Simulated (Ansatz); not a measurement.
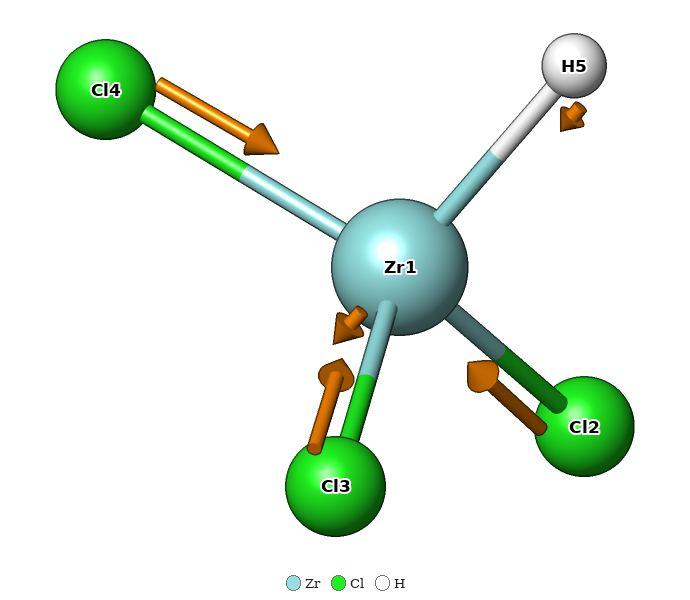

The arrows show one normal mode. Charge 0, singlet. Harmonic vibrations computed with RKS PBE0-D4/def2-TZVP, core potentials on Zr (Ansatz 0.2.0) at a stationary point of the same level.

**Describe the motion.**

Mostly in-phase stretching of 3 Zr–Cl bonds.

**Estimate its harmonic wavenumber.**

388 cm⁻¹; it is mode 4 of 9 counted from the lowest.
